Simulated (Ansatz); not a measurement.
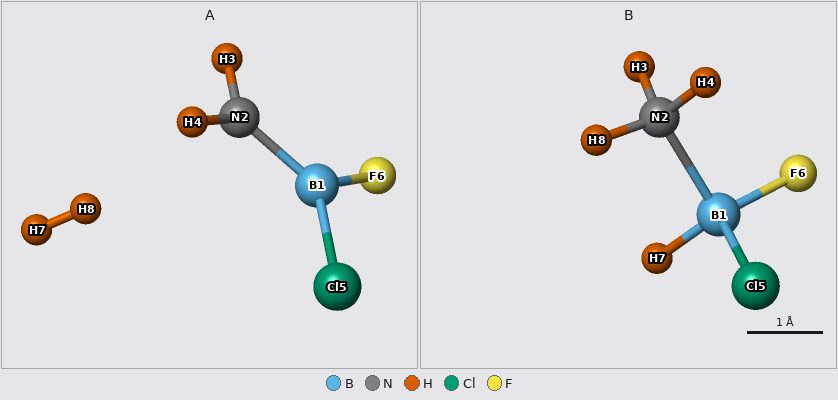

The two relaxed end points of a path for BNH₄ClF, made up at the start of BNH2ClF and H₂. Style: ball-and-stick. Shown at a tilt.

The calculation used RKS PBE-D4/def2-SVP (Ansatz).

Settings: 5 movable images; climbing image; force threshold 0.05 eV/Å; iteration limit 60.

Start:
```xyz
8

B    -0.0522    0.6896    0.1773
N    -0.0030    0.2470    1.5068
H    -0.8469    0.0260    2.0358
H     0.8686    0.1435    2.0231
Cl    1.4371    1.0840   -0.7110
F    -1.2278    0.8225   -0.4520
H     0.5013   -3.1417    1.2198
H     0.3620   -2.3848    1.2006
```

End:
```xyz
8

B    -0.0451   -0.3799    0.0623
N     0.1663   -0.3402    1.7074
H    -0.7053   -0.5738    2.2075
H     0.4686    0.6070    1.9872
Cl    1.6023    0.2259   -0.5643
F    -1.0813    0.5031   -0.1721
H    -0.2688   -1.5540   -0.2196
H     0.9023   -1.0019    1.9920
```

Q: Predict the minimum-energy path and its barrier.

A: Forward barrier 35.9 kcal/mol, backward barrier 35.7 kcal/mol, with image 3 at the top; the reaction energy is +0.2 kcal/mol. Breaking: H7–H8 (0.77 → 1.03 at the top → 2.56 Å). Forming: B1–H7 (4.01 → 1.44 at the top → 1.23 Å), N2–H8 (2.67 → 1.39 at the top → 1.03 Å). The band is converged. At the top, the vibrational analysis gives one imaginary mode (1258i cm⁻¹), as a transition state must have.

Energies of the converged images:

| image | path (Å) | E (kcal/mol) |
| --- | --- | --- |
| 0 | 0.00 | 0.0 |
| 1 | 1.02 | 0.3 |
| 2 | 2.05 | 3.7 |
| 3 | 3.07 | 35.9 |
| 4 | 3.77 | 8.1 |
| 5 | 4.48 | 0.8 |
| 6 | 5.18 | 0.2 |

The geometry at the top of the path:

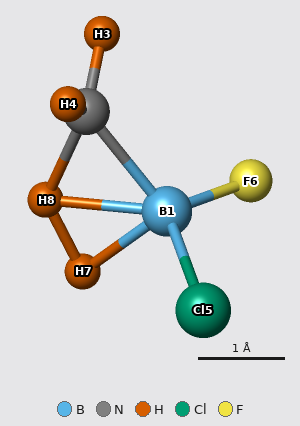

Limits of the set-up: the start holds two separate molecules, 2.7 Å apart at their closest, whose relative position is a soft coordinate.
